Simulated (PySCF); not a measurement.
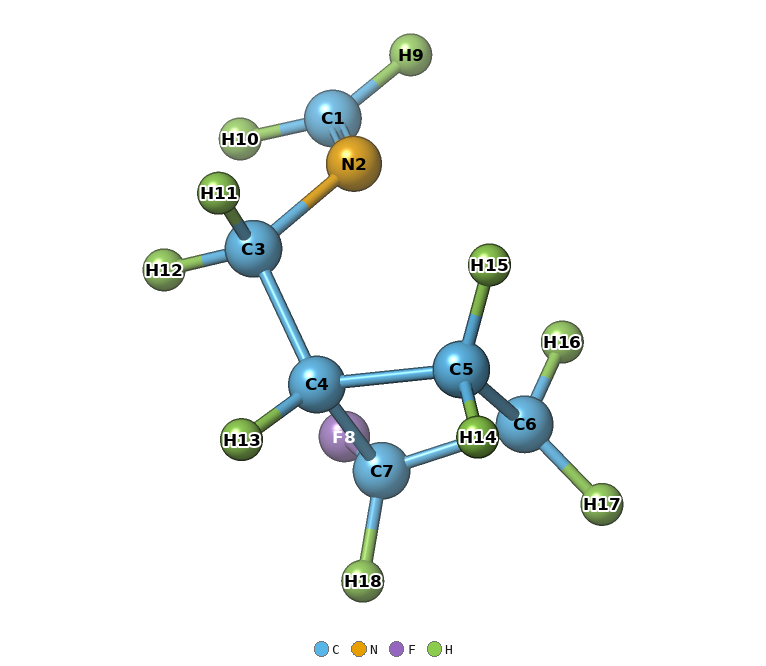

Distant atoms are faded towards the background colour. Computed geometry: GFN2-xTB optimisation. No frequency run is at hand to confirm it as a minimum.

How is the 4-membered ring C4–C5–C6–C7 puckered?

It is puckered (butterfly). The Cremer–Pople amplitude Q is 0.18 Å.

Give the torsion angles round the ring, beginning with the bond from its second to its third atom.

−13°, 13°, −13°, 13°.
